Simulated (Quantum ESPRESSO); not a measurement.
# Ag (Silver): phonons by linear response, part 3 of 3

How does Ag (Silver) vibrate, and is this structure a minimum?

Quantum ESPRESSO 7.5; DFT LDA, scalar-relativistic, plane waves, JTH PAW pseudopotentials.

So far. Step 5 (Phonons on a q mesh): The acoustic modes at Γ come out as far as 0.5 cm⁻¹ from zero, where they should vanish, a small numerical error. The relaxed cell has a = 4.001 Å (conventional setting).

### Step 7. Interpolated phonon bands (continued)

Force constants by pair (phonopy on the run's constants); pairs near half the supercell's span include their periodic images. Pair force constants, by row:

```
atom  neighbour  distance (Å)  third of the trace (eV/Å²)  along the pair's line (eV/Å²)
 Ag1     itself             0                        6.42                              –
 Ag1         Ag         2.829                     -0.5077                         -1.842
 Ag1         Ag         4.001                     -0.0079                        -0.0871
 Ag1         Ag           4.9                      -0.016                        -0.0455
 Ag1         Ag         5.658                      0.0086                         0.0239
 Ag1         Ag         6.326                      0.0012                         0.0067
 Ag1         Ag          6.93                       0.004                          0.004
```

Harmonic mean-square displacement, third of the trace. Mean-square displacements:

| T (K) | Ag1 U_eq (Å²) |
| --- | --- |
| 0 | 0.00148 |
| 100 | 0.00281 |
| 300 | 0.0075 |
| 600 | 0.01482 |

Mode patterns, pair constants, displacements and means over the zone were worked out by phonopy from the force constants of q2r.x.

All branches are real along the path.

### Step 8. Density of states

Sums over the zone need many more wavevectors than were solved, so the interpolation is sampled on a dense mesh.

Contents of matdyn.in:

```
&input
   asr = 'crystal'
   flfrc = 'x.fc'
   dos = .true.
   fldos = 'x.dos'
   nk1 = 19
   nk2 = 19
   nk3 = 19
   deltaE = 0.3
/
```

Started as:

```bash
$ matdyn.x -in matdyn.in > matdyn.out
```

Numbers of over 12 decimals in the logs are rounded to 6 here.

Output:

```text
[banner, memory and clock lines left out]
Program MATDYN v.7.5

 mass for atomic type   1 not given; uses mass from file x.fc
 Norm of the difference between old and new effective charges:    0.000000

 Norm of the difference between old and new force-constants:   4.50333e-07

     Message from routine matdyn:
     Z* not found in file x.fc, TO-LO splitting at q=0 will be absent!

Note: The following floating-point exceptions are signalling: IEEE_UNDERFLOW_FLAG
```

The job ended after 5.1 s (1 thread of Arm Neoverse N1, shared host).

Numbers from this step:

| Quantity | Value |
| --- | --- |
| share of modes beyond 3i cm⁻¹ on the dense interpolated mesh | 0 |
| zero-point energy per atom | 22.55 meV |
| heat capacity at 300 K | 24.19 J/(mol atoms K) |
| vibrational entropy at 300 K | 40.29 J/(mol atoms K) |

Tetrahedra. Table of phonon density of states by wavenumber; read off at these points:

```
wavenumber (cm⁻¹)  phonon density of states (1/cm⁻¹/cell)
              0.0                                       0
             10.0                                  7.7e-5
             20.0                                  6.6e-4
             30.0                                 0.00172
             40.0                                  0.0031
             50.0                                 0.00501
             60.0                                 0.00785
             70.0                                  0.0123
             80.0                                  0.0207
             90.0                                  0.0299
            100.0                                  0.0311
            110.0                                  0.0318
            117.6                                  0.0324
            120.0                                  0.0273
            130.0                                  0.0187
            140.0                                  0.0168
            150.0                                  0.0124
            160.0                                  0.0130
            170.0                                  0.0429
            172.8                                  0.0467
            180.0                                  0.0205
```

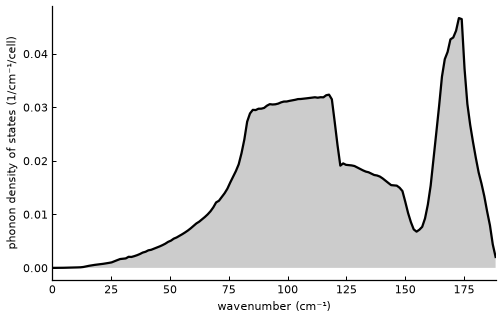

Phonon density of states, plotted against wavenumber.

Harmonic thermodynamic functions per atom, summed over the density of states scaled to three modes an atom; melting is ignored. Thermodynamic functions:

```csv
T (K),F_vib (meV/atom),S (J/mol-atom/K),C_V (J/mol-atom/K)
0,22.55,0,0
50,21.79,5.083,10.56
100,16.37,15.64,19.27
200,-8.28,30.64,23.3
300,-45.35,40.29,24.19
400,-90.91,47.3,24.52
500,-142.9,52.79,24.67
600,-200,57.3,24.75
700,-261.4,61.12,24.8
800,-326.5,64.43,24.84
900,-394.8,67.36,24.86
1000,-466,69.98,24.87
```

At 300 K the heat capacity has reached 97 % of the Dulong-Petit value.

### Step 9. The dispersion under another sum rule (asr simple)

The sum rule corrects the force constants themselves, so it can shift branches at any wavevector, low ones most.

Contents of matdyn.in:

```
&input
   asr = 'simple'
   flfrc = 'x.fc'
   flfrq = 'x.freq'
   flvec = 'x.modes'
   q_in_band_form = .true.
   q_in_cryst_coord = .true.
/
8
  0.0000000   0.0000000   0.0000000   8  ! GAMMA
  0.5000000  -0.0000000   0.5000000   8  ! X
  0.6250000   0.2500000   0.6250000   1  ! U
  0.3750000   0.3750000   0.7500000   8  ! K
  0.0000000   0.0000000   0.0000000   8  ! GAMMA
  0.5000000   0.5000000   0.5000000   8  ! L
  0.5000000   0.2500000   0.7500000   8  ! W
  0.5000000  -0.0000000   0.5000000   1  ! X
```

Started as:

```bash
$ matdyn.x -in matdyn.in > matdyn.out
```

Output:

```text
[banner, memory and clock lines left out]
Program MATDYN v.7.5

 mass for atomic type   1 not given; uses mass from file x.fc
     Message from routine matdyn:
     Z* not found in file x.fc, TO-LO splitting at q=0 will be absent!
     Message from routine matdyn:
     Z* not found in file x.fc, TO-LO splitting at q=0 will be absent!

Note: The following floating-point exceptions are signalling: IEEE_UNDERFLOW_FLAG
```

The job ended after 0.47 s (1 thread).

At the labelled points the branches move by no more than 0.1 cm⁻¹.

### Step 10. What came out

```
space group after relaxation                                       : Fm-3m
volume per atom                                                    : 16.0 Å³
q mesh                                                             : 4×4×4
lowest mode on the q mesh (acoustic ones at the zone centre apart) : 56.5 cm⁻¹
zero-point energy per atom                                         : 22.6 meV
heat capacity at 300 K                                             : 24.2 J/(mol atoms K)
vibrational entropy at 300 K                                       : 40.3 J/(mol atoms K)
imaginary modes on the q mesh                                      : none
```

Ag (Silver) is dynamically stable on the 4×4×4 mesh; its spectrum reaches 190 cm⁻¹. These are harmonic frequencies at zero temperature: anharmonic shifts and linewidths and thermal expansion are left out. In a metal the frequencies hang on the k mesh and the smearing, most of all near Kohn anomalies.

[Host names and launcher messages were left out of these logs when they were recorded.]

[Logs are printed without paths, hosts, clocks, repeated set-up lines and the standing remarks that a program may print on its own settings, such as how far it seeks lower states.]

[Hosts, paths, dates, database ids (printed as entryN), source tags and the programs' standing remarks are cut or masked in the printed files.]
